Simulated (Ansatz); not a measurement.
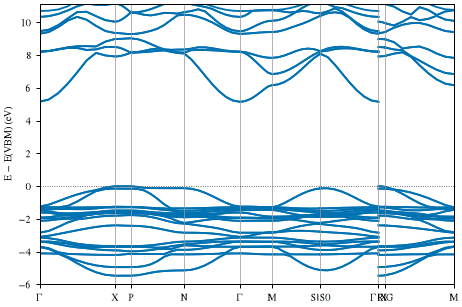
Band structure from the program Ansatz at the r²SCAN with spin–orbit coupling level (PAW)

The gap is 5.16 eV; an edge lies off the plotted path or next to a special point (maximum on the X–P line, 4 % of the way from X, minimum at Γ).

The material is Rb$_{2}$ZnF$_{4}$ in space group I4/mmm (No. 139; Rb on 4e, Zn on 2a, F on 4e, F on 4c).

The first step of the workflow began from a Materials Project structure, measured or hypothetical; the Crystallography Open Database copy checked does not list it. Its standing as an ambient phase is unchecked. Symmetry was held in the r²SCAN relaxation; its stability against distortions is not shown here.

Potentials: the later of the program's two PAW sets.
